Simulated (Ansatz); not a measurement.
# Calculations on CH9GeN

### Relaxation

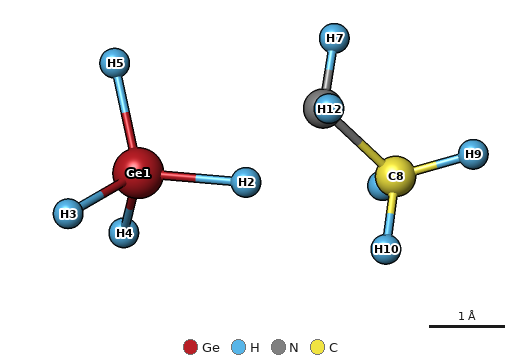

Starting structure of CH₉GeN. The picture is a ball-and-stick view, seen at a tilt.

The run prepares an end point of a later path (reaction) calculation, from a guessed geometry.

The calculation used RKS PBE0/def2-mTZVP (Ansatz 0.2.0).

The input:
```yaml
crystal:
  periodic: [false, false, false]
  atoms:
    - { symbol: Ge, position_ang: [0.461203, -0.004809, -0.242374] }
    - { symbol: H, position_ang: [0.248903, -0.246993, 1.269691] }
    - { symbol: H, position_ang: [1.975523, -0.045168, -0.531331] }
    - { symbol: H, position_ang: [-0.092394, 1.359675, -0.658699] }
    - { symbol: H, position_ang: [-0.21804, -1.137109, -1.024309] }
    - { symbol: "N", position_ang: [-2.331938, -0.044597, 1.128362] }
    - { symbol: H, position_ang: [-3.074144, -0.690044, 0.873936] }
    - { symbol: C, position_ang: [-2.815102, 0.973097, 2.046786] }
    - { symbol: H, position_ang: [-3.320934, 0.588921, 2.94295] }
    - { symbol: H, position_ang: [-1.967485, 1.583401, 2.375273] }
    - { symbol: H, position_ang: [-3.510191, 1.643426, 1.534514] }
    - { symbol: H, position_ang: [-1.567401, -0.582299, 1.574802] }
basis:
  gaussian: { orbitals: def2-mTZVP }
hamiltonian:
  xc: pbe0
relax:
  f_tol: 0.03
  max_steps: 50
output:
  orbitals: {}
```

Command:
```bash
ansatz run input.yaml --threads 2 --pin off --max-ram 3072MiB --backend cpu --events-out ev --progress --plain --runs-dir out
```

Q: What does the optimiser find from here?

A: The energy falls by 3.46 kcal/mol in 13 geometry steps. The largest force component goes from 1 to 0.019 eV/Å. The atom that moves furthest after the best rigid fit is H12 (0.88 Å). Largest moves by element: H 0.88 Å, N 0.31 Å, C 0.15 Å, Ge 0.10 Å. Some distances before and after: N6–H12 1.036 → 1.015 Å, Ge1–H2 1.546 → 1.535 Å, Ge1–H3 1.542 → 1.548 Å, Ge1–H4 1.530 → 1.535 Å. Among the angles between lasting bonds that change: H2–Ge1–H5 108.8° → 111.3°, H7–N6–H12 108.5° → 106.4°. The run took 38 s on 2 threads of Arm Neoverse V1, on a shared host, peak memory 0.21 GiB.

The structure at the end:

```xyz
12

Ge    0.4295    0.0835   -0.2046
H     0.7360   -0.0709    1.2912
H     1.7754    0.3020   -0.9378
H    -0.4454    1.3167   -0.4676
H    -0.2112   -1.1877   -0.7770
N    -2.3016   -0.2905    1.3167
H    -3.0307   -0.5898    0.6776
C    -2.6820    0.9526    1.9712
H    -3.6230    0.9147    2.5387
H    -1.8880    1.2561    2.6576
H    -2.7728    1.7429    1.2219
H    -2.1983   -1.0320    2.0017
```

After the run, drawn alike:

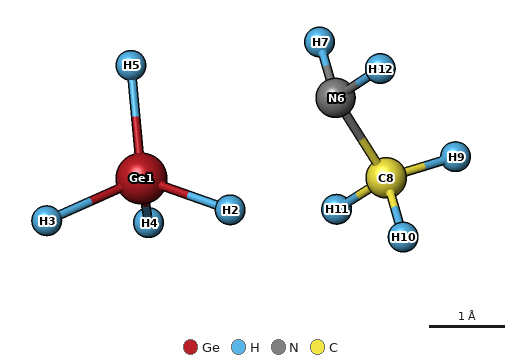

### Relaxation

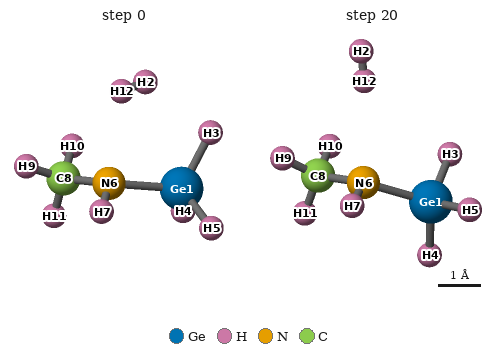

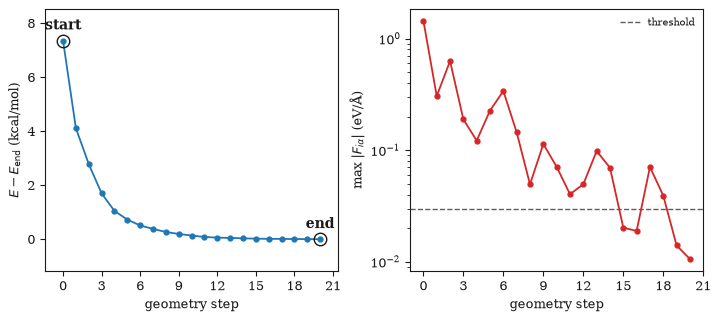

First and last geometry of a relaxation of CH9GeN, with the history of the run. The picture is a ball-and-stick view, seen face on.

The run prepares an end point of a later path (reaction) calculation, from a guessed geometry.

Level of theory: RKS PBE0/def2-mTZVP (Ansatz).

The input:
```yaml
crystal:
  periodic: [false, false, false]
  atoms:
    - { symbol: Ge, position_ang: [-0.572363, 0.088978, -0.319118] }
    - { symbol: H, position_ang: [0.369411, -0.17633, 2.26808] }
    - { symbol: H, position_ang: [0.829348, -0.100635, 0.28311] }
    - { symbol: H, position_ang: [-0.656927, 1.518575, -0.898396] }
    - { symbol: H, position_ang: [-0.79777, -0.952997, -1.429832] }
    - { symbol: "N", position_ang: [-1.923152, -0.217491, 0.959041] }
    - { symbol: H, position_ang: [-2.616389, -0.869296, 0.615598] }
    - { symbol: C, position_ang: [-2.52823, 0.897793, 1.665438] }
    - { symbol: H, position_ang: [-3.107004, 0.52915, 2.519182] }
    - { symbol: H, position_ang: [-1.748522, 1.546293, 2.072279] }
    - { symbol: H, position_ang: [-3.194353, 1.528675, 1.058098] }
    - { symbol: H, position_ang: [-0.266051, -0.395214, 2.496119] }
basis:
  gaussian: { orbitals: def2-mTZVP }
hamiltonian:
  xc: pbe0
relax:
  f_tol: 0.03
  max_steps: 50
```

Command:
```bash
ansatz run input.yaml --threads 2 --pin off --max-ram 3072MiB --backend cpu --events-out ev --progress --plain --runs-dir out
```

Did the run converge, and what did it change?

It converged. After 20 geometry steps the energy has fallen by 7.36 kcal/mol. Largest force component: 1.4 eV/Å at the start, 0.011 eV/Å at the end. The forces were under the threshold at step 15, but the run went on from there. The largest move after the best rigid fit is that of H2, 1.61 Å. By element the largest moves are H 1.61 Å, Ge 0.39 Å, C 0.24 Å, N 0.23 Å. Among the contacts that change: Ge1–N6 1.885 → 1.844 Å, H2–H12 0.710 → 0.748 Å, Ge1–H4 1.545 → 1.550 Å. Among the angles between lasting bonds that change: H3–Ge1–N6 111.6° → 107.1°, Ge1–N6–C8 120.2° → 118.1°. Groups turn about Ge1–N6 by about 35°. The run took 57 s on 2 threads of Arm Neoverse V1, with other jobs on the host, peak memory 0.21 GiB.

### Path

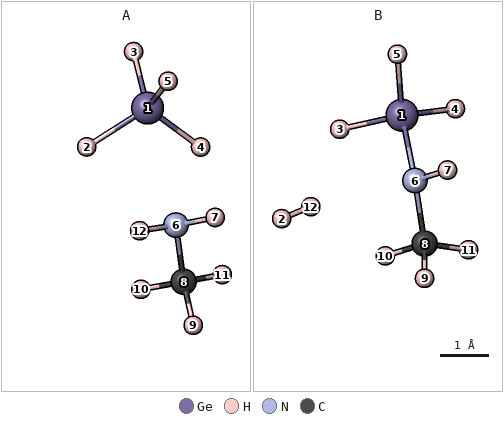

The two relaxed end points of a path for CH9GeN, made up at the start of GeH₄ and CH$_{5}$N. Style: ball-and-stick. Shown from a free direction.

Theory: RKS PBE0/def2-mTZVP (Ansatz 0.2.0).

Set-up: 7 movable images; climbing image; force threshold 0.05 eV/Å; iteration limit 60.

Start:
```xyz
12

Ge    0.4263    0.0817   -0.2094
H     0.7365   -0.0739    1.2856
H     1.7705    0.2987   -0.9460
H    -0.4477    1.3161   -0.4694
H    -0.2177   -1.1884   -0.7807
N    -2.3014   -0.2894    1.3189
H    -3.0326   -0.5874    0.6816
C    -2.6784    0.9539    1.9750
H    -3.6180    0.9170    2.5450
H    -1.8822    1.2560    2.6595
H    -2.7700    1.7447    1.2263
H    -2.1974   -1.0314    2.0032
```

End:
```xyz
12

Ge   -0.5434    0.3757   -0.5211
H    -0.5296   -1.7653    3.3310
H     0.7339    0.8184    0.2131
H    -0.9642    1.5020   -1.5001
H    -0.3161   -0.9267   -1.3049
N    -1.8114    0.0155    0.7687
H    -2.5917   -0.5246    0.4141
C    -2.2656    1.1124    1.6053
H    -2.8956    0.7330    2.4154
H    -1.4047    1.5951    2.0768
H    -2.8327    1.8934    1.0763
H    -0.7910   -1.4314    2.7149
```

### Predict the minimum-energy path and its barrier.

Forward barrier 206.8 kJ/mol, backward barrier 167.7 kJ/mol, with image 3 at the top; the reaction energy is +39.2 kJ/mol. Breaking: Ge1–H2 (1.53 → 2.17 at the top → 4.41 Å), N6–H12 (1.01 → 1.17 at the top → 2.63 Å). Forming: Ge1–N6 (3.15 → 1.98 at the top → 1.84 Å), H2–H12 (3.17 → 1.21 at the top → 0.75 Å). The band is converged.

Energies of the converged images:

| image | path (Å) | E (kJ/mol) |
| --- | --- | --- |
| 0 | 0.00 | 0.0 |
| 1 | 1.23 | 7.4 |
| 2 | 2.47 | 76.2 |
| 3 | 3.70 | 206.8 |
| 4 | 4.39 | 89.5 |
| 5 | 5.08 | 46.9 |
| 6 | 5.77 | 40.2 |
| 7 | 6.46 | 39.4 |
| 8 | 7.15 | 39.2 |

The geometry at the top of the path:

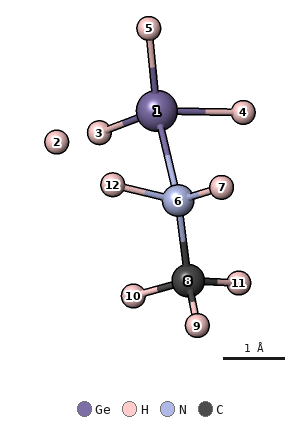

Limits of the set-up: the start holds two separate molecules, 2.9 Å apart at their closest, whose relative position is a soft coordinate and is computed without a dispersion correction.
